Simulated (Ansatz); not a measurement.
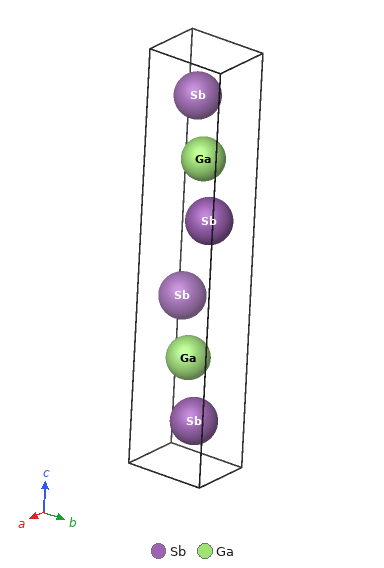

This spheres-only model is shown slightly off an axis. The box is the simulation cell; atoms on or close to its faces, edges and corners are drawn wherever they repeat.

```
CELL_PARAMETERS angstrom
1.81412 3.14215 0.00000
-1.81412 3.14215 0.00000
0.00000 -2.09477 13.01599
ATOMIC_POSITIONS crystal
Sb 0.29000 0.29000 0.87000
Sb 0.71000 0.71000 0.13000
Sb 0.12300 0.12300 0.36900
Sb 0.87700 0.87700 0.63100
Ga 0.41700 0.41700 0.25100
Ga 0.58300 0.58300 0.74900
```

Electronic-structure method: DFT, PAW plane waves, PBE in Ansatz. Parameters: a basis cut at 420 eV, the zone sampled with 9×9×9 points, Fermi-Dirac smearing of 0.1 eV, no spin polarisation. The pressure of the cell is 13 GPa.

**What net charge does each kind of atom have (Bader)?**

Ga +0.01 e; Sb 0.00 e. Little charge moves, as in a metallic or covalent solid.

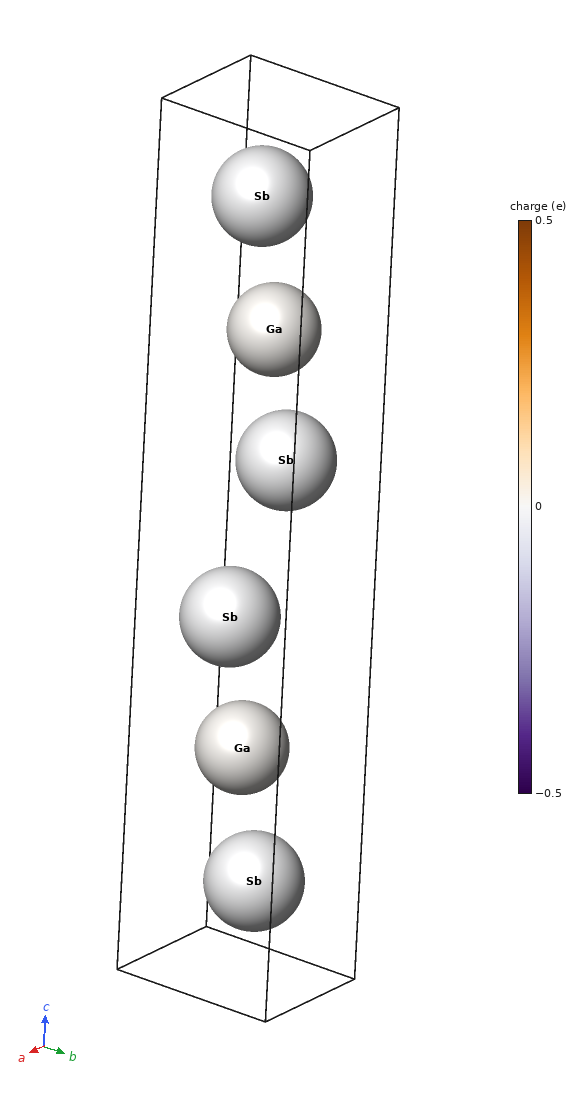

The atoms coloured by those charges.

About the cell: it is a generated cell, made by putting these elements into a known structure type (the compound may or may not exist in this form), and it is unrelaxed. Ansatz was used for an electronic-structure calculation on it.

At this level of theory the cell isn't at rest (compressed, at 13 GPa and forces up to 2.2 eV/Å), so its distances can differ from those at equilibrium, the more so the softer the solid.
